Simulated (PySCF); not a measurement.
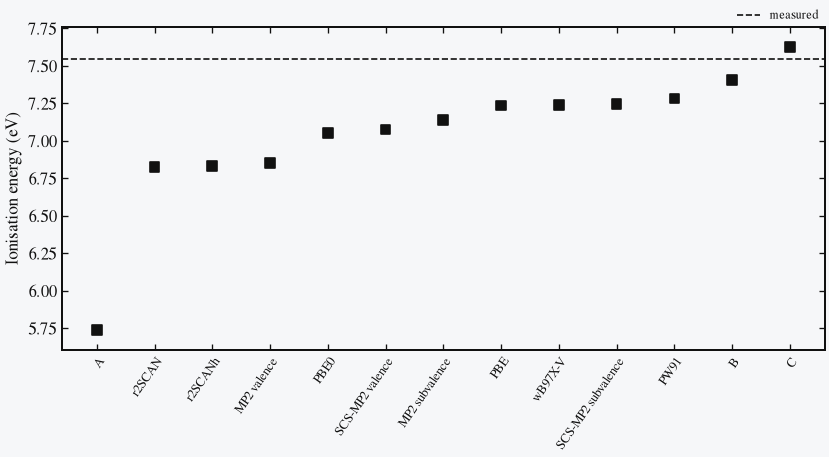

The ionisation energy of neutral tantalum ([Xe] 4f¹⁴ 5d³ 6s² → [Xe] 4f¹⁴ 5d³ 6s) by several methods, in rising order. PySCF, aug-cc-pwCVDZ-PP with a 60-electron core potential, unrestricted single determinants, no spin-orbit coupling. Methods marked “valence” freeze 8 core electrons; methods marked “subvalence” freeze no core electrons. The lettered entries are CAM-B3LYP, HF and LDA in some order.

> Match the letters to the methods.

A is HF (5.74 eV); B is CAM-B3LYP (7.41 eV); C is LDA (7.62 eV). The values run from 5.74 eV (HF) to 7.62 eV (LDA). The measured value is 7.55 eV; nearest to it come LDA (+0.08) and CAM-B3LYP (−0.14), furthest HF (−1.81 eV).

Note: spin-orbit shift not estimated.
